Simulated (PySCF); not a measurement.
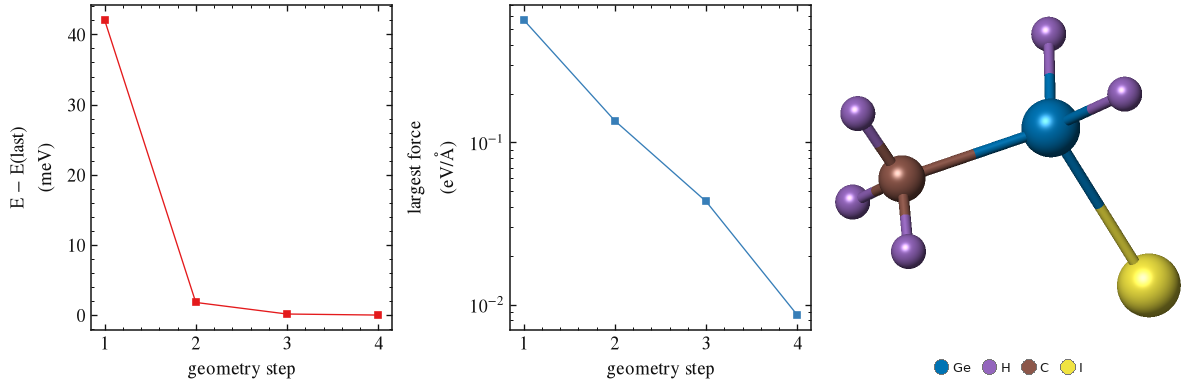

Beside the plot: the molecule at the start.

History of a geometry optimisation. The run: GeH2MeI (SMILES [H][Ge]([H])([CH3])[I]), by PBE0-D3(BJ)/def2-SVP, geometry optimisation in PySCF 2.14.0, density fitting.

The optimisation met its thresholds at geometry 4, counting the start as the first. The energy fell by about 42 meV from the first step to the last. The largest force goes from about 0.57 eV/Å at the start to 9 × 10⁻³ eV/Å at the end.
